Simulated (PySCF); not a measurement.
```xyz
16

C     2.4574   -0.3950   -0.2900
O     1.0795   -0.6617   -0.4252
C     0.2752    0.1511    0.3871
C     0.0526    1.6344   -0.0530
O     0.7816    2.5686   -0.2321
C    -1.3714    1.3338   -0.2190
C    -1.2119    0.0315    0.0944
C    -2.0636   -1.1661    0.1298
H     2.6984    0.6248   -0.6023
H     2.7830   -0.5366    0.7477
H     2.9689   -1.1074   -0.9341
H     0.5526    0.0424    1.4478
H    -2.2205    1.9319   -0.4950
H    -1.6158   -1.9364   -0.4977
H    -2.1032   -1.5597    1.1458
H    -3.0705   -0.9468   -0.2157
```

Geometry: GFN2-xTB.

Computed with PySCF, PBE0/def2-SVPD, SCF density, gas phase.

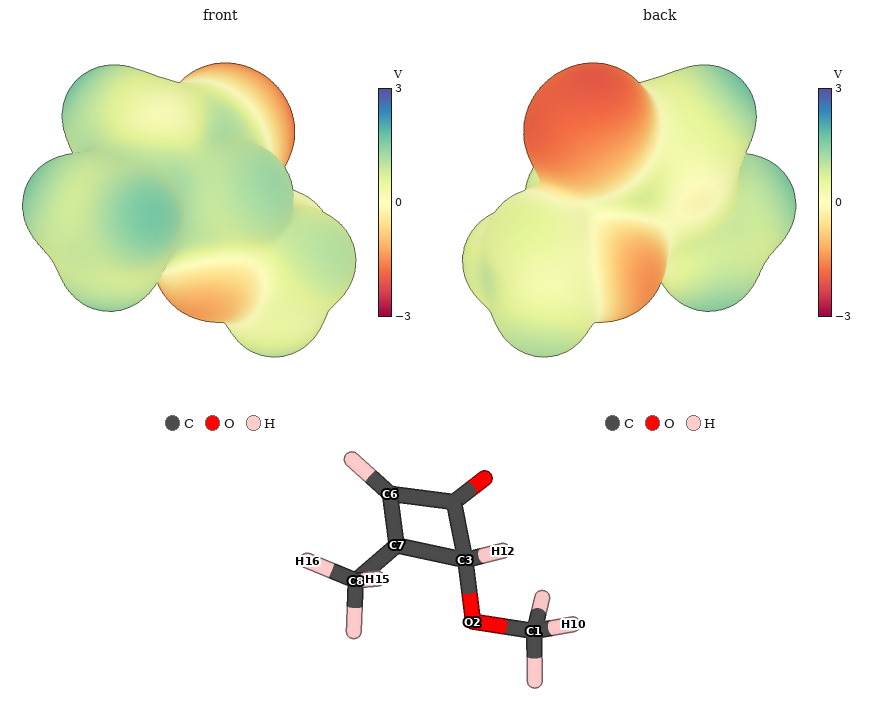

C$_{6}$H$_{8}$O$_{2}$. The electrostatic potential painted on the density surface at 0.004 e/bohr³, seen from the front and from behind; the colour scale runs from red (negative) to blue (positive). The bare structure is drawn below in the same view.

### Describe the electrostatic potential map.

The most negative region (about −2.0 V) lies over O5, the most positive (about +1.6 V) over H13 and H15. O5 is the likeliest acceptor of a hydrogen bond.

### What dipole moment does the calculation give?

Its dipole moment is 3.54 D.
